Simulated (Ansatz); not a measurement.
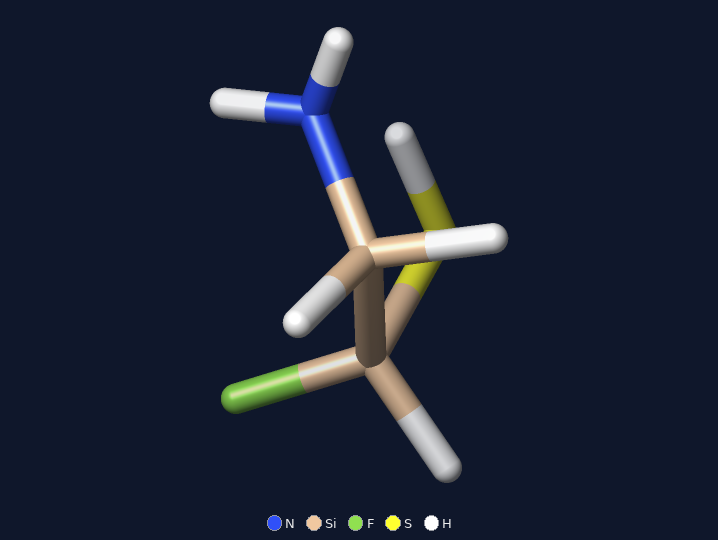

The geometry was computed by an optimisation with PBE0-D4/def2-TZVP. No frequency run is at hand to confirm it as a minimum.

What does the picture show?

It has 11 atoms: 1 fluorine, 6 hydrogen, 1 nitrogen, 1 sulfur and 2 silicon (FH6NSSi2). SMILES: `N[SiH2][Si@@H](F)S`. It has no ring. Among its groups: Si–H bond, Si–N bond. This geometry has C1 symmetry. Coordination, clear cases only: 2 Si tetrahedral; 1 S bent.

The parts below concern this one geometry. Atoms keep their numbers from picture to picture.

Shape

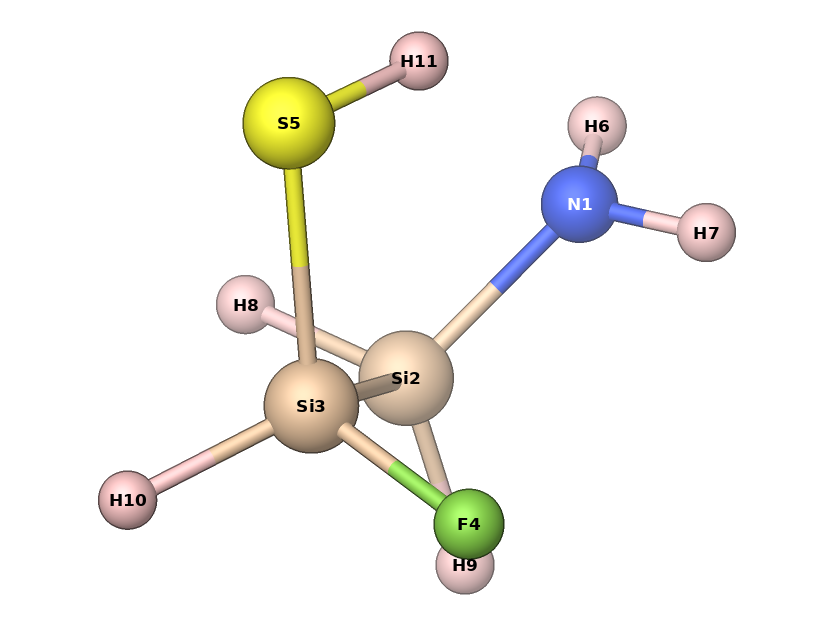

Si2 lies behind Si3. The molecule seen a little off the Si3–Si2 bond, Si3 in front. Atoms fade into the background with distance from the viewer. No frequency run is at hand to confirm it as a minimum.

> What is the torsion angle S5–Si3–Si2–N1? The sign is positive where the front bond must turn clockwise to cover the back bond.

43°, synclinal (gauche). The bonds about Si3–Si2 are staggered.

Levels of theory compared

No frequency run is at hand to confirm it as a minimum. Program: Ansatz 0.2.0.

Compare HOMO–LUMO gap (eV), HOMO energy (eV) at these levels: B3LYP-D4/def2-TZVPP; PBE-D4/def2-TZVPP; PBE0-D4/def2-TZVPP; r2SCAN-D4/def2-TZVPP; ωB97M-V/def2-TZVPP; ωB97X-V/def2-TZVPP.

```json
{"level": "B3LYP-D4/def2-TZVPP", "HOMO–LUMO gap (eV)": "6.43", "HOMO energy (eV)": "−7.30"}
{"level": "PBE-D4/def2-TZVPP", "HOMO–LUMO gap (eV)": "4.77", "HOMO energy (eV)": "−6.28"}
{"level": "PBE0-D4/def2-TZVPP", "HOMO–LUMO gap (eV)": "6.84", "HOMO energy (eV)": "−7.53"}
{"level": "r2SCAN-D4/def2-TZVPP", "HOMO–LUMO gap (eV)": "5.35", "HOMO energy (eV)": "−6.56"}
{"level": "ωB97M-V/def2-TZVPP", "HOMO–LUMO gap (eV)": "10.65", "HOMO energy (eV)": "−9.64"}
{"level": "ωB97X-V/def2-TZVPP", "HOMO–LUMO gap (eV)": "11.16", "HOMO energy (eV)": "−9.84"}
```

Charges

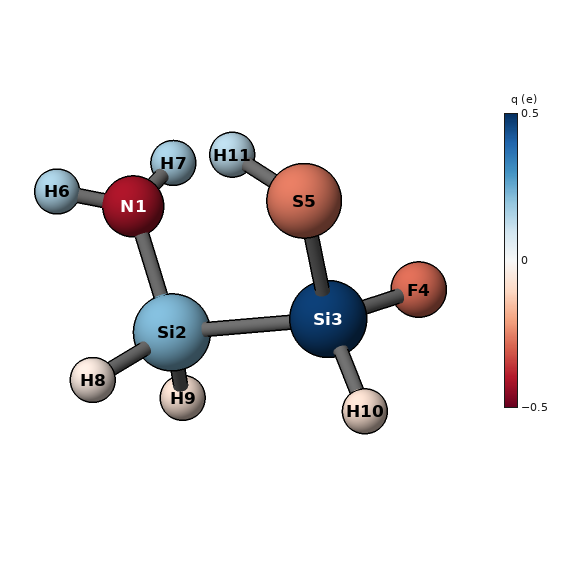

Atoms are coloured by their Mulliken charges. No frequency run is at hand to confirm it as a minimum. Level of theory: RKS PBE-D4/def2-TZVPP (Ansatz 0.2.0).

> Which atom carries the highest charge (most positive or least negative)?

Si3 (0.47 e).

> And the lowest?

N1 (−0.41 e).

List the Mulliken charges.

| atom | value (e) |
| --- | --- |
| N1 | −0.41 |
| Si2 | 0.22 |
| Si3 | 0.47 |
| F4 | −0.28 |
| S5 | −0.26 |
| H6 | 0.16 |
| H7 | 0.16 |
| H8 | −0.05 |
| H9 | −0.07 |
| H10 | −0.08 |
| H11 | 0.13 |

Dipole moment

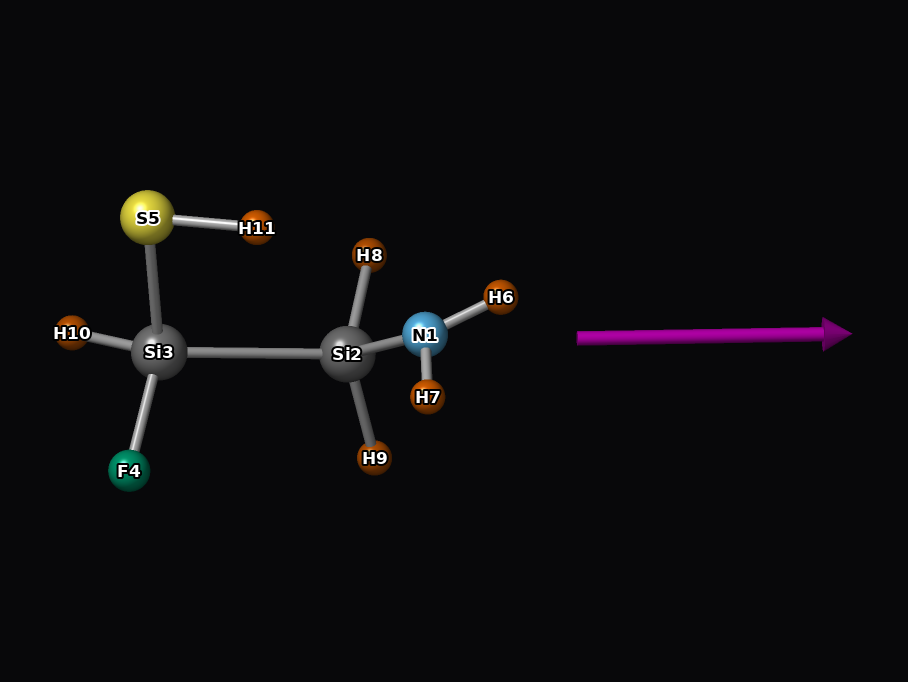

The arrow beside the molecule shows the direction of the dipole moment, from the negative to the positive end (its length means nothing). No frequency run is at hand to confirm it as a minimum. Properties computed with RKS PBE0-D4/def2-TZVP (Ansatz 0.2.0).

> Estimate the dipole moment.

2.82 D; it points from the side of H10 to the side of H6 (the outermost atoms at the two ends).

Mulliken values depend strongly on the basis set and can even reverse the polarity of a bond.
